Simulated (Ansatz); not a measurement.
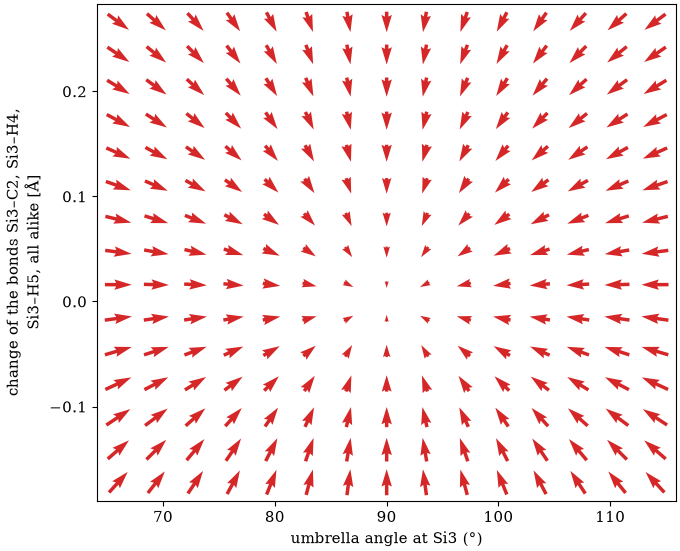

CH2NSi, SMILES N#C[SiH2+], charge +1. Coordinates scanned: (1) umbrella angle at Si3 (between each of its bonds and their common axis; 90 is planar); (2) change of the bonds Si3–C2, Si3–H4, Si3–H5, all alike. Nothing is relaxed (all other coordinates rigid). Grid: 15 × 15 points; 120 points were computed and 105 follow by symmetry. Points are written as (first, second). Computed with RKS CAM-B3LYP-D4/def2-TZVP (Ansatz 0.2.0).

Drawn: arrows along the force (downhill), their lengths compressed.

Question: The arrows alone are given. Where is the energy lowest?

Answer: The arrows converge at about (90°, 0.000 Å) (read from the interpolated surface).

The energy map of the same scan:

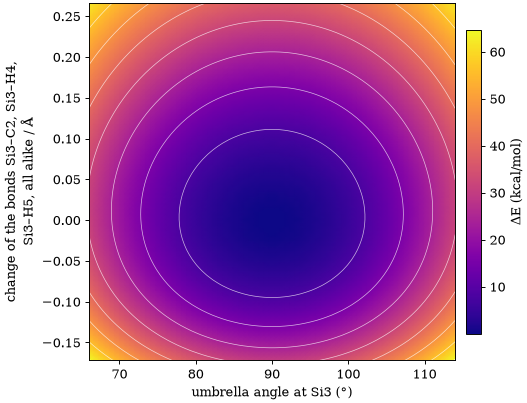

Energies are in kcal/mol, from the relaxed molecule at the same level; between grid points the surface is interpolated.
